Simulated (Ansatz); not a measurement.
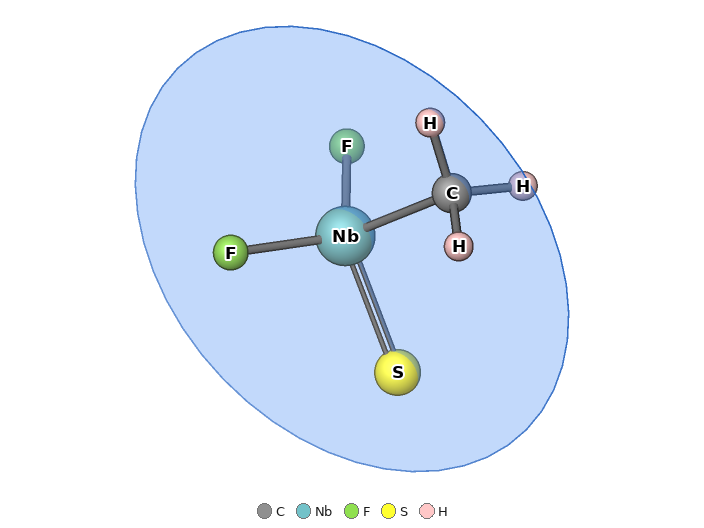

All proper rotation axes (lines) and mirror planes (discs) of the structure are drawn in. Depth is shown by fading: the farther an atom, the more it takes the colour of the background. Charge 0, singlet. The computed structure is the end point of a PBE-D4/def2-SVP optimisation. No frequency run is at hand to confirm it as a minimum.

Q: Name the symmetry elements and the point group.

A: It has 1 mirror plane. Point group Cs. The group has 2 operations. The geometry is achiral, and symmetry allows a dipole moment.
